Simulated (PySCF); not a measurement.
```tsv
atom	x (Å)	y (Å)	z (Å)
Zn	0.0000	0.0000	-0.7714
Si	0.0000	0.0000	1.7626
```

All numbers below come from PBE0/x2c-SVPall, spin-free X2C-1e, Gaussian nucleus, at a bond length of 2.534 Å in PySCF.

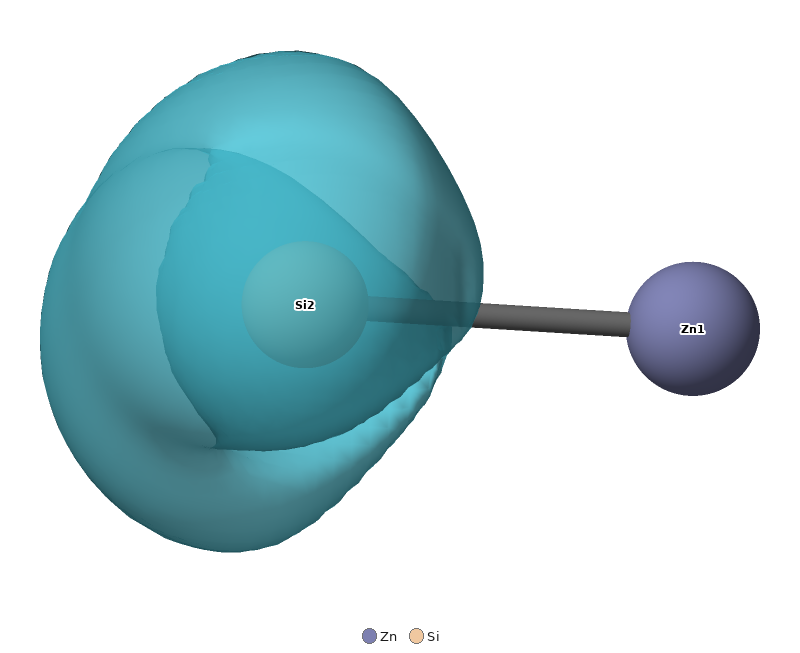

ZnSi (charge +1, doublet). Isosurface of the electron localisation function at 0.8 (cyan), seen from one side. Only the valence region is drawn (cores and ρ < 0.01 e/Å³ removed).

Question: Where are the electrons localised?

Answer: At this value the surface marks out one ring or bowl of non-bonding electrons around Si. Profiles from the grid: Zn–Si (2.53 Å): the ELF peaks at about 0.80 in the valence shell of Si, 1.1 Å from its nucleus, and is about 0.65 at the midpoint.
